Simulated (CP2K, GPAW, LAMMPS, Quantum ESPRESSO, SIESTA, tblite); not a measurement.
# Amorphous SiO1.7 (154 atoms), the geometry as built

154 atoms (57 Si, 97 O) placed at random at 2.22 g/cm³, melted at 5000 K for 10 ps at fixed volume with the Tersoff Si-O potential (Munetoh et al., Comput. Mater. Sci. 39, 334 (2007)). Quenched from 5000 K to 100 K at 300 K/ps and fixed volume, held 5 ps.

Calculated values (GPAW 26.7.0, Kohn-Sham DFT, PBE, PAW, atomic orbitals (dzp); LCAO dzp; h 0.18 Å; levels smeared at 580 K; Γ point; density 2.22 g/cm³) for the geometry as built.

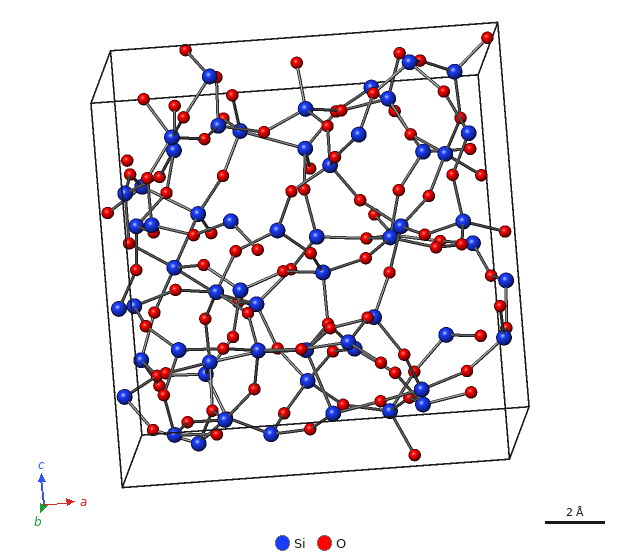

The structure (silicon blue, oxygen red). Bonds to atoms that aren't drawn are left out. Some periodic images of atoms are drawn too.

Cell vectors (Å):

```
13.312 0.000 0.000
0.000 13.312 0.000
0.000 0.000 13.312
```

Positions (Å):

```
1 Si 12.998 5.693 3.194
2 Si 2.219 10.497 7.068
3 Si 0.287 2.996 4.855
4 Si 3.167 4.606 0.923
5 Si 1.470 12.514 10.201
6 Si 1.085 2.630 7.550
7 Si 0.746 5.770 7.966
8 Si 2.906 8.949 3.121
9 Si 9.380 9.276 12.612
10 Si 0.039 7.683 5.419
11 Si 9.581 8.807 7.342
12 Si 0.869 11.155 4.054
13 Si 7.382 3.203 9.240
14 Si 11.890 3.118 12.137
15 Si 3.688 0.845 7.248
16 Si 7.415 1.602 2.888
17 Si 1.547 0.810 2.944
18 Si 3.767 4.840 11.097
19 Si 1.263 2.294 0.228
20 Si 3.254 11.667 9.010
21 Si 6.505 11.214 2.926
22 Si 12.471 10.117 7.107
23 Si 12.033 0.373 9.622
24 Si 8.264 0.211 9.828
25 Si 0.043 8.585 2.492
26 Si 5.496 4.748 7.331
27 Si 7.006 6.649 1.136
28 Si 6.829 5.273 11.515
29 Si 4.880 10.985 11.673
30 Si 10.223 0.550 12.235
31 Si 10.928 8.580 10.180
32 Si 6.239 6.303 3.344
33 Si 3.203 4.254 5.296
34 Si 2.310 6.828 10.625
35 Si 4.983 9.168 0.916
36 Si 11.676 1.538 6.748
37 Si 9.673 3.900 7.049
38 Si 4.301 8.617 5.874
39 Si 7.087 7.252 6.098
40 Si 11.458 4.962 9.576
41 Si 7.045 10.857 10.884
42 Si 3.336 0.270 12.215
43 Si 9.318 12.575 1.859
44 Si 7.172 10.463 7.767
45 Si 9.854 11.657 7.786
46 Si 9.752 6.480 11.820
47 Si 1.990 2.181 10.466
48 Si 5.006 11.823 5.778
49 Si 10.048 5.779 1.627
50 Si 8.526 4.273 4.041
51 Si 2.926 6.510 3.194
52 Si 2.382 7.544 0.562
53 Si 10.274 9.467 1.594
54 Si 8.042 8.642 3.580
55 Si 11.460 12.696 4.359
56 Si 4.362 2.468 2.946
57 Si 0.683 9.481 9.613
58 O 13.207 7.331 3.737
59 O 3.946 9.090 4.349
60 O 7.451 3.994 10.697
61 O 7.251 12.389 10.390
62 O 1.272 9.630 3.274
63 O 4.201 3.664 1.784
64 O 4.000 4.564 6.700
65 O 4.168 3.257 4.363
66 O 4.478 0.027 6.093
67 O 4.160 10.876 10.156
68 O 10.385 5.866 10.451
69 O 2.645 1.292 0.004
70 O 12.564 11.516 4.081
71 O 3.741 13.163 8.518
72 O 6.858 10.160 9.390
73 O 13.130 2.382 6.407
74 O 11.281 0.041 11.075
75 O 2.345 0.518 10.904
76 O 9.923 11.001 2.068
77 O 7.473 1.568 9.291
78 O 2.841 5.675 4.595
79 O 9.196 4.527 5.570
80 O 11.415 1.126 8.328
81 O 0.264 13.286 9.487
82 O 1.836 8.309 9.941
83 O 6.673 5.582 13.165
84 O 1.826 3.694 0.818
85 O 0.676 6.647 6.576
86 O 8.860 10.314 7.566
87 O 9.354 12.912 8.715
88 O 11.936 9.197 1.856
89 O 12.562 8.837 10.190
90 O 8.904 0.648 11.271
91 O 11.659 6.007 2.179
92 O 12.869 4.325 4.109
93 O 12.682 5.822 8.861
94 O 1.350 5.870 2.843
95 O 3.483 8.591 1.524
96 O 2.492 7.408 12.229
97 O 10.755 4.535 8.109
98 O 3.104 1.355 2.953
99 O 10.285 13.002 3.208
100 O 11.435 11.383 7.430
101 O 12.943 9.199 5.824
102 O 0.937 1.224 1.484
103 O 6.263 11.464 6.849
104 O 8.205 2.670 3.829
105 O 3.150 9.153 6.909
106 O 0.992 10.899 10.444
107 O 12.009 3.802 10.618
108 O 2.444 1.888 7.005
109 O 10.385 2.538 6.520
110 O 5.792 1.650 2.770
111 O 7.703 12.067 2.128
112 O 7.127 7.394 4.338
113 O 8.618 7.711 6.544
114 O 4.586 6.219 3.398
115 O 1.770 3.503 5.378
116 O 3.173 3.386 10.482
117 O 10.682 2.096 12.470
118 O 3.836 4.742 12.758
119 O 8.666 6.711 1.450
120 O 5.605 11.813 4.200
121 O 8.171 10.269 12.011
122 O 4.634 9.741 12.757
123 O 13.098 2.945 13.197
124 O 6.628 5.738 6.595
125 O 6.025 3.756 8.514
126 O 2.858 6.147 1.475
127 O 1.503 12.504 3.307
128 O 1.040 2.246 9.130
129 O 5.566 10.478 1.772
130 O 8.105 6.340 11.510
131 O 1.450 11.095 5.652
132 O 1.138 2.292 11.866
133 O 9.975 8.359 8.890
134 O 0.540 1.650 3.958
135 O 6.269 8.122 0.852
136 O 4.431 12.388 12.324
137 O 10.040 8.111 11.591
138 O 7.041 4.945 3.860
139 O 10.063 12.936 0.331
140 O 9.475 4.652 2.722
141 O 9.355 8.580 2.639
142 O 0.884 7.968 1.199
143 O 10.231 5.844 13.272
144 O 3.610 10.975 6.126
145 O 11.476 0.185 5.788
146 O 5.798 8.300 6.379
147 O 8.346 3.762 8.034
148 O 11.136 9.099 6.922
149 O 8.417 0.680 1.980
150 O 1.227 4.258 7.514
151 O 7.384 10.106 3.735
152 O 0.709 10.002 7.953
153 O 5.343 5.295 10.821
154 O 1.899 6.230 9.099
```

**Question.** What force acts on each atom?

Columns: atom, fx, fy, fz (forces in eV/Å).

```
1 2.177 -0.606 -1.198
2 2.885 1.920 -0.449
3 1.417 1.608 -3.009
4 0.066 -3.672 -1.558
5 2.520 -4.930 0.447
6 2.537 1.239 1.489
7 1.483 -0.026 1.760
8 0.575 -1.144 1.608
9 0.001 2.449 2.564
10 -0.284 -1.721 2.450
11 1.911 -2.456 0.703
12 0.933 1.841 2.289
13 0.289 0.392 -0.163
14 0.711 1.274 1.817
15 2.900 2.164 0.538
16 2.026 -1.613 -0.445
17 0.400 0.701 -1.532
18 -1.306 1.102 0.084
19 0.634 -1.681 -0.301
20 -3.234 -0.417 -0.055
21 1.291 0.700 -0.818
22 -1.874 -0.517 -0.550
23 -1.478 -0.435 2.088
24 0.193 0.703 1.429
25 -2.169 0.417 -1.330
26 -0.532 1.193 1.504
27 0.073 -1.306 0.494
28 0.745 0.908 1.439
29 1.487 -1.726 -1.432
30 -1.151 -1.402 1.287
31 0.726 4.196 -0.426
32 -1.065 -1.456 -3.265
33 0.657 0.455 -1.950
34 0.374 -0.986 -1.861
35 2.609 1.575 -0.024
36 -2.767 -0.749 -0.382
37 -0.869 0.029 0.733
38 -2.747 -1.026 0.676
39 -0.724 0.451 1.028
40 0.073 0.233 -1.529
41 -0.328 -0.697 1.726
42 0.048 2.100 2.580
43 0.500 -1.519 -0.251
44 -3.927 -3.782 -0.351
45 1.044 3.493 -2.320
46 -2.975 -2.374 1.070
47 0.554 2.289 2.222
48 -1.177 -0.490 -0.225
49 -0.217 0.060 0.217
50 0.499 0.188 0.048
51 -1.959 1.062 2.526
52 -0.793 0.444 -1.504
53 -0.047 2.151 -1.550
54 1.862 1.808 -0.093
55 -2.506 0.121 -1.969
56 -2.567 0.327 0.013
57 1.375 -0.307 3.040
58 -1.672 2.548 -1.501
59 1.812 0.577 0.240
60 1.087 -1.750 -0.065
61 -0.480 1.237 -0.759
62 -1.833 1.046 -0.160
63 1.070 0.075 0.625
64 -0.330 -0.512 0.141
65 0.817 0.387 0.973
66 0.324 1.183 -1.821
67 0.279 -0.715 0.222
68 1.004 -0.148 -0.793
69 3.208 -1.544 -0.276
70 -0.051 -0.947 -0.295
71 1.032 0.310 0.565
72 0.656 -0.572 -0.570
73 -1.388 -0.350 0.207
74 2.088 -1.170 -0.755
75 0.044 0.996 -2.179
76 0.607 -0.944 -0.953
77 -0.093 -0.449 -0.200
78 -0.759 -0.803 3.170
79 -0.141 0.740 -0.537
80 0.478 0.758 -0.369
81 -1.071 0.287 -1.640
82 -0.315 2.667 0.353
83 -1.103 -0.788 1.290
84 0.712 2.336 1.159
85 0.453 -0.106 0.985
86 0.348 -0.358 0.213
87 -1.090 1.040 1.564
88 0.785 -0.308 0.273
89 1.298 -0.336 -0.858
90 -0.437 0.650 0.453
91 -0.164 -0.169 -0.051
92 -0.879 -1.044 0.525
93 -0.602 0.317 0.954
94 -4.453 -2.469 0.258
95 1.184 0.424 -3.084
96 -0.604 0.328 2.184
97 0.204 0.236 0.183
98 1.181 0.036 0.245
99 1.674 1.079 1.969
100 2.395 1.342 0.881
101 2.413 1.106 -2.482
102 -1.832 -0.622 0.750
103 -0.248 1.638 -0.356
104 0.011 -0.535 0.579
105 -1.191 -5.743 2.287
106 -1.550 -1.612 0.450
107 0.380 -0.520 -0.927
108 -0.755 -1.255 -0.397
109 0.595 -1.124 -0.922
110 -0.353 0.093 -0.437
111 -3.258 -3.304 0.673
112 -1.421 -1.202 2.002
113 0.587 -0.165 0.207
114 3.216 0.790 -1.122
115 -1.418 -0.812 -0.996
116 0.496 0.165 -0.372
117 -0.543 0.470 0.659
118 0.017 0.344 0.255
119 -1.209 -0.132 0.058
120 -0.552 0.579 0.149
121 -1.077 0.676 -1.124
122 -1.055 -0.303 -0.916
123 -5.523 1.690 2.471
124 0.755 0.244 -0.472
125 -1.987 -0.945 -0.098
126 2.808 0.333 -3.406
127 0.315 -0.495 -0.132
128 -0.676 0.096 0.698
129 -1.050 -0.244 0.020
130 1.079 0.901 -1.344
131 -2.359 0.175 -0.775
132 1.172 0.203 -5.153
133 -1.951 -1.639 -0.549
134 -0.701 -0.262 0.877
135 -0.564 0.512 -0.554
136 0.515 0.552 1.565
137 0.369 -2.937 0.086
138 -0.505 -0.580 0.509
139 -0.128 0.728 -1.053
140 0.468 -0.422 0.337
141 1.869 -0.412 -0.009
142 1.011 -0.046 -1.083
143 1.442 -0.963 -1.341
144 5.445 3.704 -2.526
145 0.654 1.232 0.777
146 1.607 0.342 1.136
147 1.348 -0.248 -0.612
148 -2.718 -1.476 -0.037
149 -0.823 6.278 0.011
150 -0.587 0.351 0.840
151 -0.011 -0.704 1.026
152 -0.608 -0.650 0.402
153 0.196 0.723 -0.603
154 -0.524 -1.933 -1.435
```

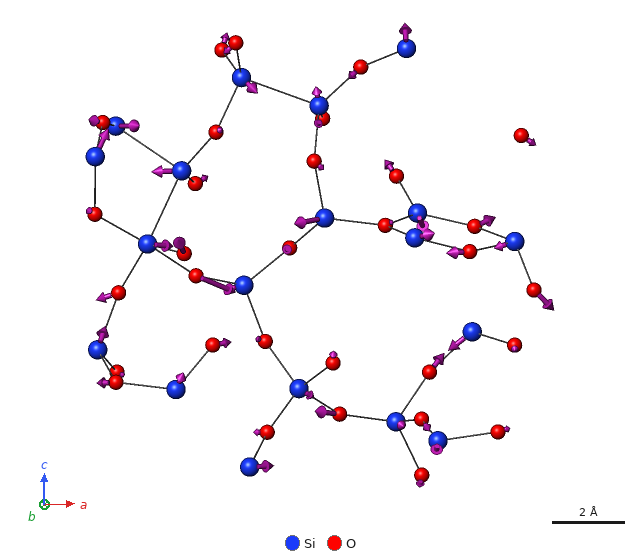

The forces as arrows, the longest 7.05 eV/Å. Drawn is a slice 4 Å thick, seen along the normal of the ac plane. Bonds to atoms that aren't drawn are left out.

The quench rate of 300 K/ps is many orders above laboratory rates, so the cell is likely richer in defects and strain than a real sample. Only the Γ point is sampled, in a cell whose shortest periodic width is 13 Å.

The r.m.s. force component is 1.48 eV/Å; the longest force, 7.05 eV/Å, acts on O144.

[Logs are printed without paths, hosts, clocks, repeated set-up lines and the standing remarks that a program may print on its own settings, such as how far it seeks lower states.]

[Hosts, paths, dates, database ids (printed as entryN), source tags and the programs' standing remarks are cut or masked in the printed files.]
